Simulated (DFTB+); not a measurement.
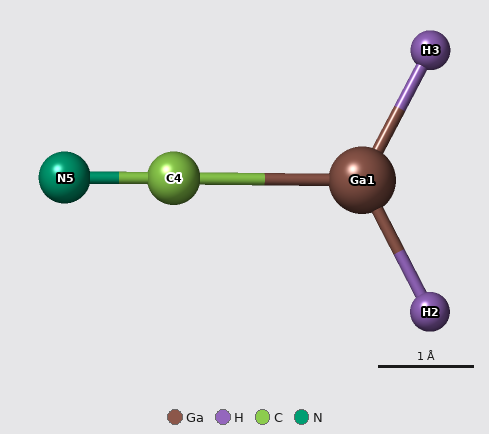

Fig. 1: The input geometry (ball-and-stick view, seen on its broad side; atoms are numbered from 1 in the order of the input). Sticks mark near contacts.

**Run report: CH2GaN, single-point calculation**

The run: single-point calculation of CH2GaN (GaH2(CN)). Method and program: GFN1-xTB, R-SCC, dispersion built in, COSMO solvent water (DFTB+ 25.1).

The geometry comes from this level: GFN2-xTB.

Input file (dftb_in.hsd)
```
Geometry {
  TypeNames {
    "Ga" "H" "C" "N"
  }
  TypesAndCoordinates [Angstrom] {
    1 0.368850 0.640050 0.008070
    2 1.930620 0.564240 0.057430
    2 -0.473420 1.957460 -0.023410
    3 -0.627080 -1.081860 -0.015050
    4 -1.198970 -2.079900 -0.027040
  }
}

Hamiltonian = xTB {
  Method = "GFN1-xTB"
  Filling = Fermi {
    Temperature [K] = 300
  }
  Solvation = Cosmo {
    Solvent = fromName {
      "water"
    }
    RadiiScaling {
      Ga = 1.1
      H = 1.1
      C = 1.1
      N = 1.1
    }
    AngularGrid = 194
    FreeEnergyShift [kcal/mol] = 0.0
    Solver = DomainDecomposition {
      MaxMoment = 10
      Accuracy = 1e-08
    }
  }
}

Options {
  WriteResultsTag = Yes
}

InputVersion = 25.1
```

Run on 1 thread of AMD EPYC (Zen 3), 32 GiB of memory available, shared host.

Command:
```bash
dftb+ > dftb.out
```

Log
```
|  DFTB+ development version (commit: a23bfb2)

Reading input file 'dftb_in.hsd'
Parser version: 14

--------------------------------------------------------------------------------

Processed input in HSD format written to 'dftb_pin.hsd'

Starting initialization...
--------------------------------------------------------------------------------
OpenMP threads:              1
Chosen random seed:          640165376
Current stacksize:           unlimited
Mode:                        Static calculation
Self consistent charges:     Yes
SCC-tolerance:                 0.100000E-04
Max. scc iterations:                    100
Shell resolved Hubbard:      Yes
Spin polarisation:           No
Nr. of up electrons:             7.000000
Nr. of down electrons:           7.000000
Periodic boundaries:         No
Electronic solver:           Relatively robust
Mixer:                       Broyden mixer
Mixing parameter:                  0.200000
Nr. of chrg. vec. in memory:            100
Max. SCC-cycles:                        100
tblite library version:      0.3.0
-> parametrization:          GFN1-xTB
-> repulsion:                Yes
-> dispersion:               Yes
-> halogen bonding:          Yes
-> electrostatics:           Yes
   -> isotropic:             Yes
   -> anisotropic:           No
   -> third-order:           Yes
Electronic temperature:              0.950045E-03 H      0.258520E-01 eV
Initial charges:             Set automatically (system chrg:   0.000E+00)
Included shells:            Ga:  s, p, d
                             H:  s, s2
                             C:  s, p
                             N:  s, p
Solvation:                   conductor like screening model
Dielectric constant:           7.850000E+01
Free energy shift:             0.000000E+00 H      0.000000E+00 eV
Grid points:                   9.700000E+02 total           194 per atom
Solver:                      domain decomposition
SASA model:                  No
Solvated fields rescaled:    Yes
Extra options:
                             Mulliken analysis

--------------------------------------------------------------------------------

***  Geometry step: 0

 iSCC Total electronic   Diff electronic      SCC error
    1   -0.77218136E+01    0.00000000E+00    0.12274269E+01
    2   -0.77647986E+01   -0.77218136E+01    0.71040893E+00
    3   -0.77767476E+01   -0.42985077E-01    0.50979882E+00
    4   -0.77774333E+01   -0.11948949E-01    0.12571338E+00
    5   -0.77779617E+01   -0.68572542E-03    0.14069473E+00
    6   -0.77794509E+01   -0.52837237E-03    0.25014684E-01
    7   -0.77795532E+01   -0.14892141E-02    0.63929677E-02
    8   -0.77795606E+01   -0.10226530E-03    0.15378369E-02
    9   -0.77795608E+01   -0.73926771E-05    0.30720076E-03
   10   -0.77795609E+01   -0.28134007E-06    0.10071801E-03
   11   -0.77795609E+01   -0.61207039E-08    0.13188252E-05

Total Energy:                       -7.6662021241 H         -208.6080 eV
Extrapolated to 0K:                 -7.6662021241 H         -208.6080 eV
Total Mermin free energy:           -7.6662021241 H         -208.6080 eV
Force related energy:               -7.6662021241 H         -208.6080 eV

Cavity information written to dftbp.cosmo

--------------------------------------------------------------------------------
--------------------------------------------------------------------------------
SCC                                    +       0.12 ( 96.0%)       0.13 ( 95.5%)
--------------------------------------------------------------------------------
Missing                                +       0.00 (  4.0%)       0.01 (  4.5%)
Total                                  =       0.12 (100.0%)       0.13 (100.0%)
--------------------------------------------------------------------------------
```

File detailed.out
```
Fermi distribution function

Calculation with static geometry

********************************************************************************
 iSCC Total electronic   Diff electronic      SCC error
   11   -0.77795609E+01   -0.61207039E-08    0.13188252E-05
********************************************************************************

 Total charge:    -0.00000000

 Atomic gross charges (e)
 Atom           Charge
    1       0.44358850
    2      -0.09658976
    3      -0.09665852
    4       0.13655946
    5      -0.38689968

Nr. of electrons (up):     14.00000000
Atom populations (up)
 Atom       Population
    1       2.55641150
    2       1.09658976
    3       1.09665852
    4       3.86344054
    5       5.38689968

l-shell populations (up)
 Atom Sh.   l       Population
    1   1   0       1.27226474
    1   2   1       1.15710655
    1   3   2       0.12704020
    2   1   0       1.09560986
    2   2   0       0.00097990
    3   1   0       1.09567259
    3   2   0       0.00098593
    4   1   0       1.20924351
    4   2   1       2.65419704
    5   1   0       1.67641605
    5   2   1       3.71048363

Orbital populations (up)
 Atom Sh.   l   m       Population  Label
    1   1   0   0       1.27226474  s
    1   2   1  -1       0.53185493  p_y
    1   2   1   0       0.02114415  p_z
    1   2   1   1       0.60410748  p_x
    1   3   2  -2       0.00200057  d_xy
    1   3   2  -1       0.00714222  d_yz
    1   3   2   0       0.02134901  d_z2
    1   3   2   1       0.05563145  d_xz
    1   3   2   2       0.04091694  d_x2-y2
    2   1   0   0       1.09560986  s
    2   2   0   0       0.00097990  s2
    3   1   0   0       1.09567259  s
    3   2   0   0       0.00098593  s2
    4   1   0   0       1.20924351  s
    4   2   1  -1       0.95521941  p_y
    4   2   1   0       0.83088604  p_z
    4   2   1   1       0.86809159  p_x
    5   1   0   0       1.67641605  s
    5   2   1  -1       1.37162559  p_y
    5   2   1   0       1.12019512  p_z
    5   2   1   1       1.21866292  p_x

Fermi level:                        -0.3577538784 H           -9.7350 eV
Band energy:                        -7.5485582230 H         -205.4067 eV
TS:                                  0.0000000000 H            0.0000 eV
Band free energy (E-TS):            -7.5485582230 H         -205.4067 eV
Extrapolated E(0K):                 -7.5485582230 H         -205.4067 eV
Input / Output electrons (q):     14.0000000000     14.0000000000

Energy H0:                          -7.7951330519 H         -212.1164 eV
Energy SCC:                          0.0281551334 H            0.7661 eV
Solvation energy:                   -0.0125829360 H           -0.3424 eV
Total Electronic energy:            -7.7795608545 H         -211.6926 eV
Repulsive energy:                    0.1143582237 H            3.1118 eV
Halogen correction energy:           0.0000000000 H            0.0000 eV
Total energy:                       -7.6662021241 H         -208.6080 eV
Extrapolated to 0:                  -7.6662021241 H         -208.6080 eV
Total Mermin free energy:           -7.6662021241 H         -208.6080 eV
Force related energy:               -7.6662021241 H         -208.6080 eV

Non-constrained calculation

SCC converged

Dipole moment:    1.34242946    2.33366823    0.02843890 au
Dipole moment:    3.41211562    5.93159348    0.07228448 Debye
```

File band.out
```
 KPT            1  SPIN            1  KWEIGHT    1.0000000000000000
     1    -20.4461  2.00000
     2    -15.6718  2.00000
     3    -14.4252  2.00000
     4    -13.6980  2.00000
     5    -13.6732  2.00000
     6    -12.4333  2.00000
     7    -12.3557  2.00000
     8     -7.1143  0.00000
     9     -6.5224  0.00000
    10     -5.1114  0.00000
    11     -4.1465  0.00000
    12     -2.8348  0.00000
    13     -2.2696  0.00000
    14     -1.8210  0.00000
    15     -1.4383  0.00000
    16     -1.3894  0.00000
    17     -1.1496  0.00000
    18      2.4347  0.00000
    19     16.4072  0.00000
    20     24.2476  0.00000
    21     30.5529  0.00000
```

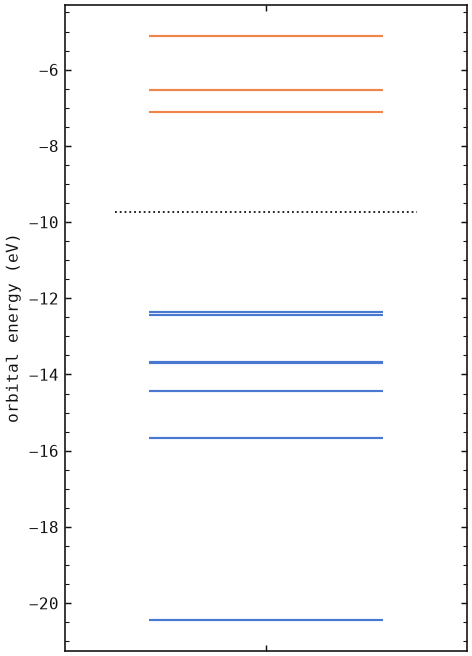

Fig. 2: Orbital energies near the frontier; the dotted line parts filled from empty levels, and levels within 0.02 eV of each other stand side by side. Highest filled −12.36 eV, lowest empty −7.11 eV, 5.25 eV apart.

Results in brief

```csv
quantity,value
outcome,converged
Mermin free energy,−7.666202 hartree
solvation energy,−0.012583 hartree
basis functions,21
HOMO,−12.36 eV
LUMO,−7.11 eV
dipole moment,6.84 D
peak memory,0.071 GiB
```

Remarks

Settings chosen away from the usual ones: angular_grid.
